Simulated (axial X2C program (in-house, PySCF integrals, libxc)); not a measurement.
# BrCu⁻: properties at the nuclei

Wanted for BrCu⁻: properties at the nuclei, at the two-component level.

Computed with an in-house X2C program for linear molecules on PySCF integrals. Level: two-component X2C with atomic mean-field terms, Br dyall-acv3z, Cu dyall-acv3z.

All values are calculated.

**1. The job**

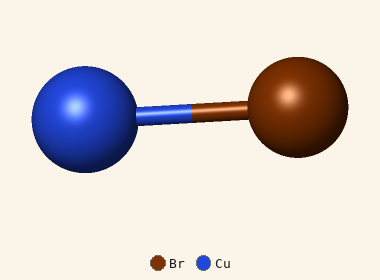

The two atoms at 2.260 Å (bromine brown, copper blue).

task.json reads:

```json
{"zs": [35, 29], "q": -1, "bas": ["dyall-acv3z", "dyall-acv3z"], "r0": 2.26, "levels": ["PBE0", "HF", "LDA", "PBE50", "B3LYP"], "nst": 3}
```

Keys: zs atomic numbers; q charge; bas basis sets; r0 starting distance in Å; levels methods (HF also brings MP2); nst determinants followed.

The run is started by

```console
python soeom.py task.json out
```

Nuclei are Gaussian, cores are contracted, and the Gaunt term is on.

**2. Expectation values, lowest determinant**

R = 2.317 Å. State: Ω = 1/2 (excess of +ω over −ω: ω = 1/2).

Output of the PBE0 run:

```text
two-component X2C + atomic mean field  PBE0
basis functions 239  fitting functions 1283  grid points 5799
iter        total energy     max residual
   1      -4256.349635798     6.62e+00
   2      -4257.400252403     5.69e+00
   3      -4257.985519132     4.64e+00
   4      -4258.973868947     2.65e+00
   5      -4259.197758808     1.81e+00
   6      -4259.270318460     3.53e-01
   7      -4259.338046385     3.37e-01
   8      -4259.353412264     2.00e-01
   9      -4259.362148547     1.64e-01
  10      -4259.367080122     6.89e-02
  11      -4259.368873999     3.66e-02
  12      -4259.369785056     1.85e-02
  13      -4259.370666094     3.87e-02
  14      -4259.371175927     1.68e-02
  15      -4259.371439077     1.06e-02
  16      -4259.371522536     7.93e-03
  17      -4259.371562444     7.58e-03
  18      -4259.371581208     2.42e-03
  19      -4259.371587255     1.49e-03
  20      -4259.371589344     1.34e-03
  21      -4259.371590515     1.03e-03
  22      -4259.371591218     6.35e-04
  23      -4259.371591498     3.83e-04
  24      -4259.371591611     3.21e-04
  25      -4259.371591661     1.68e-04
  26      -4259.371591678     1.06e-04
  27      -4259.371591687     1.05e-04
  28      -4259.371591694     5.65e-05
  29      -4259.371591698     3.71e-05
  30      -4259.371591700     3.11e-05
  31      -4259.371591701     1.69e-05
  32      -4259.371591701     5.76e-06
converged
one-electron -6403.06246463  Coulomb 2074.00341484  exact exchange -39.40891340  xc functional -121.21677113  nuclear repulsion 231.81479028  atomic mean-field constant -1.50164766
```

The highest occupied spinor is 54% Cu s, 27% Cu p, 9% Br p.

| level | Eeff magnitude (GV/cm) | Ws magnitude Br (kHz) | A∥/gI Br (MHz) | qzz Br (a.u.) | A∥/gI Cu (MHz) | qzz Cu (a.u.) |
| --- | --- | --- | --- | --- | --- | --- |
| PBE0 | 1.79 | 0.846 | 304 | 2.04 | 1570 | -0.49 |
| HF | 1.1 | 0.492 | 175 | 1.24 | 985 | -1.06 |
| LDA | 1.98 | 0.948 | 376 | 2.47 | 1780 | -0.16 |
| PBE50 | 1.63 | 0.739 | 267 | 1.75 | 1490 | -0.77 |
| B3LYP | 1.9 | 0.912 | 340 | 2.12 | 1620 | -0.35 |

Eeff is the effective electric field on the electron dipole moment in this Ω state and Ws the scalar–pseudoscalar constant (defined with the proton number Z and per Ω); A∥ is the parallel hyperfine constant, which follows by multiplying with the nuclear g factor gI = μI/(I μN); qzz is the electric field gradient, eQq0 = 234.96 MHz × Q/barn × qzz. The operators were transformed with the bare-nucleus X2C matrices.

**3. Expectation values, a higher determinant**

R = 2.317 Å. State: Ω = 3/2 (excess of +ω over −ω: ω = 3/2), 1.60 eV above the lowest in the PBE0 search for states (made at or near this distance, with looser thresholds).

Output of the PBE0 run:

```text
two-component X2C + atomic mean field  PBE0
basis functions 239  fitting functions 1283  grid points 5799
iter        total energy     max residual
   1      -4256.489022438     5.99e+00
   2      -4257.827850338     4.69e+00
   3      -4258.977548812     1.70e+00
   4      -4259.182590784     5.97e-01
   5      -4259.226989198     1.99e-01
   6      -4259.281636312     2.14e-01
   7      -4259.304301669     1.06e-01
   8      -4259.308347906     6.62e-02
   9      -4259.309534191     2.12e-02
  10      -4259.309858539     1.04e-02
  11      -4259.310064501     1.43e-02
  12      -4259.310235156     4.73e-03
  13      -4259.310268643     4.97e-03
  14      -4259.310278263     4.37e-03
  15      -4259.310282707     1.18e-03
  16      -4259.310283269     9.84e-04
  17      -4259.310283399     4.18e-04
  18      -4259.310283451     9.59e-05
  19      -4259.310283459     6.57e-05
  20      -4259.310283461     3.82e-05
  21      -4259.310283462     2.29e-05
  22      -4259.310283462     1.57e-05
  23      -4259.310283463     1.35e-05
  24      -4259.310283463     1.36e-05
  25      -4259.310283463     1.28e-05
  26      -4259.310283463     5.27e-06
converged
one-electron -6395.66122833  Coulomb 2066.55749831  exact exchange -39.38777016  xc functional -121.13192590  nuclear repulsion 231.81479028  atomic mean-field constant -1.50164766
```

The highest occupied spinor is 98% Cu p.

| level | Eeff magnitude (GV/cm) | Ws magnitude Br (kHz) | A∥/gI Br (MHz) | qzz Br (a.u.) | A∥/gI Cu (MHz) | qzz Cu (a.u.) |
| --- | --- | --- | --- | --- | --- | --- |
| PBE0 | 0.00962 | 0.00521 | 3.23 | 4.48 | 18 | 0.09 |
| HF | 0.0108 | 0.00345 | 2.66 | 2.71 | 3.99 | -0.69 |
| LDA | 0.0017 | 0.0047 | 7.81 | 5.41 | 32.6 | 0.62 |
| PBE50 | 0.0127 | 0.00447 | 2.82 | 3.81 | 9.86 | -0.29 |
| B3LYP | 0.00339 | 0.00354 | 4.5 | 4.79 | 16.7 | 0.26 |

**4. Expectation values, a higher determinant**

R = 2.317 Å. State: Ω = 3/2 (excess of +ω over −ω: ω = 3/2), 2.16 eV above the lowest in the PBE0 search for states (made at or near this distance, with looser thresholds).

Output of the PBE0 run:

```text
two-component X2C + atomic mean field  PBE0
basis functions 239  fitting functions 1283  grid points 5799
iter        total energy     max residual
   1      -4255.960818493     6.76e+00
   2      -4257.205536422     5.89e+00
   3      -4257.887743097     4.80e+00
   4      -4258.790129172     2.71e+00
   5      -4259.133807496     7.68e-01
   6      -4259.148169481     3.07e-01
   7      -4259.258219115     1.70e-01
   8      -4259.272750418     2.82e-01
   9      -4259.286781200     1.68e-01
  10      -4259.291226008     2.28e-02
  11      -4259.292604599     2.08e-02
  12      -4259.293660860     1.55e-02
  13      -4259.294230774     1.64e-02
  14      -4259.294541040     9.02e-03
  15      -4259.294741801     8.10e-03
  16      -4259.294838978     9.07e-03
  17      -4259.294886433     4.75e-03
  18      -4259.294905578     2.53e-03
  19      -4259.294910071     1.55e-03
  20      -4259.294912488     1.78e-03
  21      -4259.294914082     4.12e-04
  22      -4259.294914841     4.48e-04
  23      -4259.294915149     4.09e-04
  24      -4259.294915331     3.73e-04
  25      -4259.294915409     1.25e-04
  26      -4259.294915445     1.38e-04
  27      -4259.294915464     4.59e-05
  28      -4259.294915474     4.83e-05
  29      -4259.294915477     4.41e-05
  30      -4259.294915479     3.35e-05
  31      -4259.294915480     2.18e-05
  32      -4259.294915481     6.57e-06
converged
one-electron -6397.86536700  Coulomb 2068.70641670  exact exchange -39.37588436  xc functional -121.07322344  nuclear repulsion 231.81479028  atomic mean-field constant -1.50164766
```

The highest occupied spinor is 57% Cu s, 19% Cu p, 11% Br p.

| level | Eeff magnitude (GV/cm) | Ws magnitude Br (kHz) | A∥/gI Br (MHz) | qzz Br (a.u.) | A∥/gI Cu (MHz) | qzz Cu (a.u.) |
| --- | --- | --- | --- | --- | --- | --- |
| PBE0 | 0.043 | 0.00958 | 75.3 | 0.27 | 590 | 0.46 |
| HF | 0.465 | 0.0478 | 3.34 | 0.67 | 601 | 0.12 |
| LDA | 0.026 | 0.0109 | 239 | -1.07 | 429 | 0.21 |
| PBE50 | 0.0141 | 0.00255 | 21.7 | 0.69 | 612 | 0.40 |
| B3LYP | 0.0275 | 0.00919 | 112 | -0.11 | 555 | 0.45 |

**5. Results**

| quantity | value |
| --- | --- |
| lowest determinant | Ω = 1/2 (excess of +ω over −ω: ω = 1/2) |
| Eeff magnitude (GV/cm), PBE0 | 1.79 |
| Ws magnitude Br (kHz), PBE0 | 0.846 |
| A∥/gI Br (MHz), PBE0 | 304 |
| qzz Br (a.u.), PBE0 | 2.04 |
| higher determinant | Ω = 3/2 (excess of +ω over −ω: ω = 3/2) |
| Eeff magnitude (GV/cm), PBE0, higher determinant | 0.00962 |
| Ws magnitude Br (kHz), PBE0, higher determinant | 0.00521 |
| A∥/gI Br (MHz), PBE0, higher determinant | 3.23 |
| qzz Br (a.u.), PBE0, higher determinant | 4.48 |
| higher determinant | Ω = 3/2 (excess of +ω over −ω: ω = 3/2) |
| Eeff magnitude (GV/cm), PBE0, higher determinant | 0.043 |
| Ws magnitude Br (kHz), PBE0, higher determinant | 0.00958 |
| A∥/gI Br (MHz), PBE0, higher determinant | 75.3 |
| qzz Br (a.u.), PBE0, higher determinant | 0.27 |

In the first state, the effective field runs from 1.1 to 1.98 GV/cm over the mean-field levels. The expectation values come from single determinants, which for open shells can mix terms of unlike spin or miss the lowest Ω, so a determinant need not be a state. Eeff is the effective electric field on the electron dipole moment in this Ω state and Ws the scalar–pseudoscalar constant (defined with the proton number Z and per Ω); A∥ is the parallel hyperfine constant, which follows by multiplying with the nuclear g factor gI = μI/(I μN); qzz is the electric field gradient, eQq0 = 234.96 MHz × Q/barn × qzz. The operators were transformed with the bare-nucleus X2C matrices.
